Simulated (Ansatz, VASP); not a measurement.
## SbP in two plane-wave programs

Wanted: the spread between two codes on one cell, functional and k mesh. The cell is generated by rule, not measured, and may not be a known phase. The cell is taken from a series of VASP runs on this material, whose earlier steps may have relaxed, scaled or displaced it; both programs get it as it stands. Valence electrons are named where the data sets of a main pair hold unlike numbers.

Method: plane waves, with VASP 6.6.1 beside it; band structure at PBEsol, spin-orbit coupling, in Ansatz 0.2.0.

The structure was built from a prototype and need not be the compound's stable phase.

## 1. The starting structure

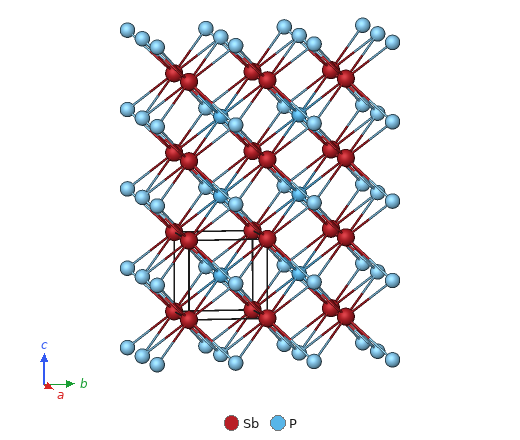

The cell as given, slightly off an axis (antimony red, phosphorus blue). 1×2×3 cells are drawn. Some periodic images of atoms are drawn too.

As a file:

```cif
data_structure
_symmetry_space_group_name_H-M 'P 1'
_symmetry_Int_Tables_number 1
_cell_length_a 3.3342
_cell_length_b 3.3342
_cell_length_c 3.3342
_cell_angle_alpha 90.000
_cell_angle_beta 90.000
_cell_angle_gamma 90.000
_cell_volume 37.07
loop_
_atom_site_label
_atom_site_type_symbol
_atom_site_fract_x
_atom_site_fract_y
_atom_site_fract_z
_atom_site_occupancy
Sb1 Sb 0.00000 0.00000 0.00000 1
P2 P 0.50000 0.50000 0.50000 1
```

## 2. VASP: band structure, PBEsol, spin-orbit coupling

A single point gives forces, pressure and levels at one fixed geometry, so differences don't come from the geometry; what else differs is listed under the comparison.

Lines of VASP's logs that name or quote its potential files are left out, and so is its time.

File INCAR:

```
SYSTEM = SbP
PREC = Accurate
ENCUT = 400
EDIFF = 1E-06
NELM = 100
ISMEAR = 0
SIGMA = 0.02
LREAL = .FALSE.
ALGO = Normal
GGA = PS
LNONCOLLINEAR = .TRUE.
MAGMOM = 0 0 0 0 0 0
NBANDS = 22
GGA_COMPAT = .FALSE.
LASPH = .TRUE.
LSORBIT = .TRUE.
LORBIT = 11
LWAVE = .FALSE.
LCHARG = .FALSE.
KPAR = 4
ISIF = 2
```

File POSCAR:

```
SbP
1.0
    3.3342000000      0.0000000000      0.0000000000
    0.0000000000      3.3342000000      0.0000000000
    0.0000000000      0.0000000000      3.3342000000
Sb P
1 1
Direct
    0.0000000000      0.0000000000      0.0000000000
    0.5000000000      0.5000000000      0.5000000000
```

File KPOINTS:

```
Automatic mesh
0
Gamma
8 8 8
0 0 0
```

File KPOINTS_OPT:

```
Line mode
16
Line-mode
Reciprocal
  0.00000000   0.00000000   0.00000000 GAMMA
  0.00000000   0.50000000   0.00000000 X

  0.00000000   0.50000000   0.00000000 X
  0.50000000   0.50000000   0.00000000 M

  0.50000000   0.50000000   0.00000000 M
  0.00000000   0.00000000   0.00000000 GAMMA

  0.00000000   0.00000000   0.00000000 GAMMA
  0.50000000   0.50000000   0.50000000 R

  0.50000000   0.50000000   0.50000000 R
  0.00000000   0.50000000   0.00000000 X

  0.50000000   0.50000000   0.00000000 M
  0.50000000   0.50000000   0.50000000 R
```

The projector-augmented-wave data sets are Sb and P (PBE family, release 64).

Command:

```
$ mpirun -np 4 vasp_ncl
```

Numbers of over 12 decimals in the logs are rounded to 6 here.

Log:

```text
[banner, memory and clock lines left out]
running    4 mpi-ranks, on    1 nodes
 distrk:  each k-point on    1 cores,    4 groups
 distr:  one band on    1 cores,    1 groups

 POSCAR found type information on POSCAR SbP
 POSCAR found :  2 types and       2 ions
|                                                                             |
|               ----> ADVICE to this user running VASP <----                  |
|                                                                             |
|     You enforced a specific xc type in the INCAR file but a different       |
|     [... a line on the potential file left out ...]
|     I HOPE YOU KNOW WHAT YOU ARE DOING!                                     |
|                                                                             |

 LDA part: xc-table for (Slater+PW92), standard interpolation
 POSCAR, INCAR and KPOINTS ok, starting setup
 FFT: planning ... GRIDC
 FFT: planning ... GRID_SOFT
 FFT: planning ... GRID
 WAVECAR not read
 entering main loop
       N       E                     dE             d eps       ncg     rms          rms(c)
DAV:   1     0.263697869924E+02    0.26370E+02   -0.30990E+03  1540   0.599E+02
DAV:   2    -0.798214965747E+01   -0.34352E+02   -0.32779E+02  2020   0.122E+02
DAV:   3    -0.964476850932E+01   -0.16626E+01   -0.16356E+01  1938   0.267E+01
DAV:   4    -0.965912998534E+01   -0.14361E-01   -0.14353E-01  1792   0.300E+00
DAV:   5    -0.965929147276E+01   -0.16149E-03   -0.16149E-03  1912   0.321E-01    0.441E+00
DAV:   6    -0.954864017269E+01    0.11065E+00   -0.14623E-01  1672   0.234E+00    0.264E+00
DAV:   7    -0.954312937023E+01    0.55108E-02   -0.35806E-02  1888   0.101E+00    0.115E+00
DAV:   8    -0.954120934268E+01    0.19200E-02   -0.17148E-03  1714   0.272E-01    0.581E-01
DAV:   9    -0.954091645295E+01    0.29289E-03   -0.47291E-04  1780   0.133E-01    0.543E-02
DAV:  10    -0.954088734700E+01    0.29106E-04   -0.74193E-05  1702   0.567E-02    0.233E-02
DAV:  11    -0.954088603689E+01    0.13101E-05   -0.10714E-05  1666   0.238E-02    0.418E-03
DAV:  12    -0.954088603015E+01    0.67485E-08   -0.83915E-07  1420   0.700E-03
   1 F= -.95408860E+01 E0= -.95403650E+01  d E =-.104209E-02  mag=    -0.0000     0.0000     0.0000
 Start KPOINTS_OPT (optional k-point list driver)
k-point batch [1-35\96]
       N       E                     dE             ncg
DAV:   1     0.296738935344E+04   -0.39174E+04     1540
DAV:   2     0.172092206631E+04   -0.12465E+04     2044
DAV:   3     0.165242671506E+04   -0.68495E+02     1954
DAV:   4     0.165188740730E+04   -0.53931E+00     1848
DAV:   5     0.165188165732E+04   -0.57500E-02     1896
DAV:   6     0.165188156283E+04   -0.94493E-04     1826
DAV:   7     0.165188156104E+04   -0.17882E-05     1798
DAV:   8     0.165188156093E+04   -0.10722E-06     1240
[...]
k-point batch [71-96\96]
       N       E                     dE             ncg
DAV:   1     0.551241026916E+04   -0.65916E+04     1144
DAV:   2     0.468228004897E+04   -0.83013E+03     1460
DAV:   3     0.463655607609E+04   -0.45724E+02     1458
DAV:   4     0.463622567674E+04   -0.33040E+00     1332
DAV:   5     0.463622211648E+04   -0.35603E-02     1380
DAV:   6     0.463622205829E+04   -0.58192E-04     1326
DAV:   7     0.463622205726E+04   -0.10295E-05     1200
DAV:   8     0.463622205718E+04   -0.75309E-07      888
```

From OUTCAR (step 2):

```text
ion  position               nearest neighbor table
   1  0.000  0.000  0.000-   2 2.89   2 2.89   2 2.89   2 2.89   2 2.89   2 2.89   2 2.89   2 2.89

  LATTYP: Found a simple cubic cell.
 ALAT       =     3.3342000000

 Subroutine GETGRP returns: Found 48 space group operations
 (whereof 48 operations were pure point group operations)

The static configuration has the point symmetry O_h .

 Found     35 irreducible k-points:

   k-points           NKPTS =     35   k-points in BZ     NKDIM =     35   number of bands    NBANDS=     22

   dimension x,y,z NGX =    24 NGY =   24 NGZ =   24
   dimension x,y,z NGXF=    48 NGYF=   48 NGZF=   48

   ENCUT  =  400.0 eV  29.40 Ry    5.42 a.u.   5.44  5.44  5.44*2*pi/ulx,y,z

   NELECT =      10.0000    total number of electrons

 k-points in reciprocal lattice and weights: Automatic mesh
   0.00000000  0.00000000  0.00000000       0.002
   0.12500000  0.00000000  0.00000000       0.012
   0.25000000  0.00000000  0.00000000       0.012
   0.37500000  0.00000000  0.00000000       0.012
   0.50000000  0.00000000  0.00000000       0.006
   0.12500000  0.12500000  0.00000000       0.023
   0.25000000  0.12500000  0.00000000       0.047
   0.37500000  0.12500000  0.00000000       0.047
   0.50000000  0.12500000  0.00000000       0.023
[...]
0.50000000  0.50000000  0.37500000       0.012
   0.50000000  0.50000000  0.50000000       0.002

 average (electrostatic) potential at core
       1 -82.6878       2 -78.6434

 E-fermi :  10.1632

 k-point     1 :       0.0000    0.0000    0.0000
  band No.  band energies     occupation
    ...
      6       7.5699      1.00000
      7       7.9127      1.00000
      8       7.9127      1.00000
      9       7.9127      1.00000
     10       7.9127      1.00000
     11      13.0354      0.00000
     12      13.0354      0.00000
     13      13.0354      0.00000
     14      13.0354      0.00000
     15      16.8270      0.00000
    ...

 k-point     2 :       0.1250    0.0000    0.0000
  band No.  band energies     occupation
    ...
      6       7.8231      1.00000
      7       8.1176      1.00000
      8       8.1176      1.00000
      9       8.1602      1.00000
     10       8.1602      1.00000
     11      13.2104      0.00000
     12      13.2104      0.00000
     13      14.2546      0.00000
     14      14.2546      0.00000
     15      16.0945      0.00000
    ...

 k-point     3 :       0.2500    0.0000    0.0000
  band No.  band energies     occupation
    ...
      6       8.4425      1.00000
      7       8.7183      1.00000
      8       8.7183      1.00000
      9       8.7626      1.00000
     10       8.7626      1.00000
     11      13.7291      0.00000
     12      13.7291      0.00000
     13      14.2353      0.00000
     14      14.2353      0.00000
     15      14.7611      0.00000
    ...

  Total        1.4375717      1.4375717      1.4375717      0.0000000      0.0000000     -0.0000000
  in kB       62.1391265     62.1391265     62.1391265      0.0000000      0.0000000     -0.0000000
  external PRESSURE =      62.1391265 kB  Pullay stress =       0.0000000 kB

  energy-cutoff  :      400.00
  volume of cell :       37.07
      direct lattice vectors                 reciprocal lattice vectors
     3.334200000  0.000000000  0.000000000     0.299922020  0.000000000  0.000000000
     0.000000000  3.334200000  0.000000000     0.000000000  0.299922020  0.000000000
     0.000000000  0.000000000  3.334200000     0.000000000  0.000000000  0.299922020

 POSITION                                       TOTAL-FORCE (eV/Angst)
 -----------------------------------------------------------------------------------
      0.00000      0.00000      0.00000         0.000000      0.000000      0.000000
      1.66710      1.66710      1.66710         0.000000      0.000000      0.000000
 -----------------------------------------------------------------------------------
    total drift:                               -0.000000     -0.000000     -0.000000

  FREE ENERGIE OF THE ION-ELECTRON SYSTEM (eV)
  ---------------------------------------------------
  free  energy   TOTEN  =        -9.5408860301 eV

  energy  without entropy=       -9.5398439422  energy(sigma->0) =       -9.54036499

 Spin-Orbit-Coupling matrix elements
 Ion:    1  E_soc:     -0.1167198
 Ion:    2  E_soc:     -0.0012672

 total charge
# of ion       s       p       d       tot
------------------------------------------
    1        1.249   1.031   0.078   2.358
    2        1.120   1.276   0.000   2.397
--------------------------------------------------
tot          2.369   2.308   0.078   4.755

 magnetization (x)
# of ion       s       p       d       tot
------------------------------------------
    1        0.000  -0.000  -0.000   0.000
    2       -0.000   0.000   0.000   0.000
--------------------------------------------------
tot          0.000   0.000  -0.000   0.000

 magnetization (y)
# of ion       s       p       d       tot
------------------------------------------
    1        0.000   0.000   0.000   0.000
    2       -0.000   0.000   0.000   0.000
--------------------------------------------------
tot          0.000   0.000   0.000   0.000

 magnetization (z)
# of ion       s       p       d       tot
------------------------------------------
    1       -0.000  -0.000  -0.000  -0.000
    2        0.000   0.000   0.000   0.000
--------------------------------------------------
tot         -0.000   0.000  -0.000  -0.000

[... 3 further parts left out ...]
```

The k-mesh is coarse for a metal.

The run ends at a pressure of 6.21 GPa.

(Continued in part 2 of 2.)

[Lines on the potential files, build, host, timing and source positions are cut from VASP's logs without a mark.]

[Logs are printed without paths, hosts, clocks, repeated set-up lines and the standing remarks that a program may print on its own settings, such as how far it seeks lower states.]

[Hosts, paths, dates, database ids (printed as entryN), source tags and the programs' standing remarks are cut or masked in the printed files.]
